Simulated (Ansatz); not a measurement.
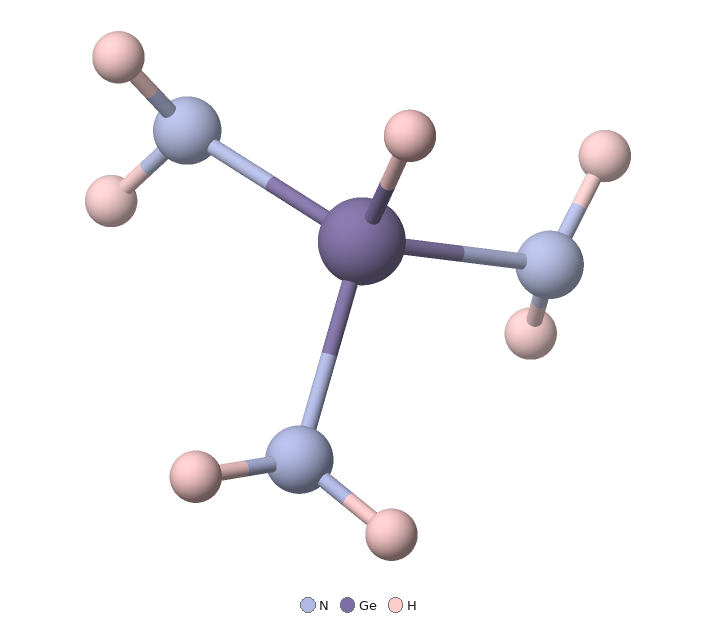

Computed geometry: PBE0-D4/def2-TZVP optimisation.

Give the structural formula.

SMILES: [NH2][GeH]([NH2])[NH2]

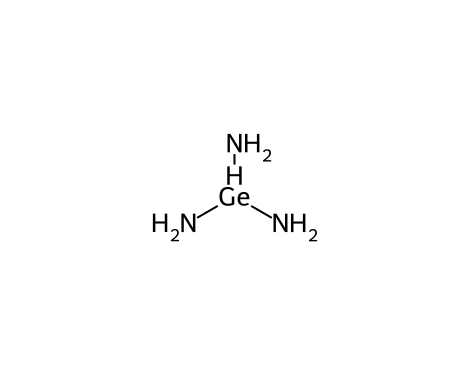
